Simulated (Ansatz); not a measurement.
Input file:

```
crystal:
  periodic: [false, false, false]
  atoms:
    - {symbol: Ge, position_ang: [-0.633269, 0.930018, -0.293366]}
    - {symbol: C, position_ang: [0.291770, -0.852832, 0.713090]}
    - {symbol: H, position_ang: [-1.492979, 0.530044, -1.479957]}
    - {symbol: H, position_ang: [-1.522575, 0.999654, 0.978197]}
    - {symbol: H, position_ang: [0.305530, 2.124010, -0.309439]}
    - {symbol: H, position_ang: [0.661539, -0.457194, -0.394450]}
    - {symbol: Br, position_ang: [1.423528, -0.009976, -2.173069]}
    - {symbol: H, position_ang: [1.067227, -1.611016, 0.547896]}
    - {symbol: H, position_ang: [-0.662497, -1.366613, 0.809369]}
    - {symbol: H, position_ang: [0.561725, -0.286196, 1.601728]}
basis:
  gaussian: {orbitals: def2-TZVPP}
hamiltonian: {xc: pbe0, dispersion: d4}
output: {orbitals: {seedname: orbitals}}
```

Command:

```sh
ansatz run in.yaml --threads 8 --pin off --events-out ev --progress --plain --max-ram 19148MiB
```

A transition-state structure; geometry: PBE0-D4/def2-TZVP.

Method: Ansatz 0.2.0, RKS PBE0-D4/def2-TZVPP.

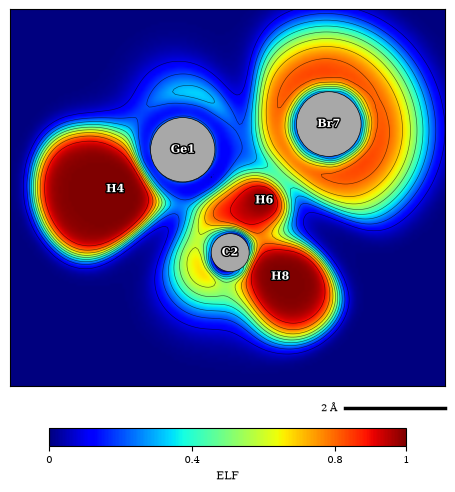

CH7Ge···Br. Electron localisation function on the plane of atoms C2, Ge1 and H6. Grey discs cover the atomic cores.

Question: What do the fields say about this system?

Answer: Atoms in the plane: Ge, C, H and Br. Br7···H6 (1.99 Å): the ELF climbs to about 0.95 towards the hydrogen, as it does in any bond to H. C–Ge (2.25 Å): the ELF peaks at about 0.80 in the valence shell of C, 0.8 Å from its nucleus, and is about 0.55 at the midpoint. C–H (1.10 Å): the ELF climbs to about 1 towards the hydrogen; a covalent bond by its length.
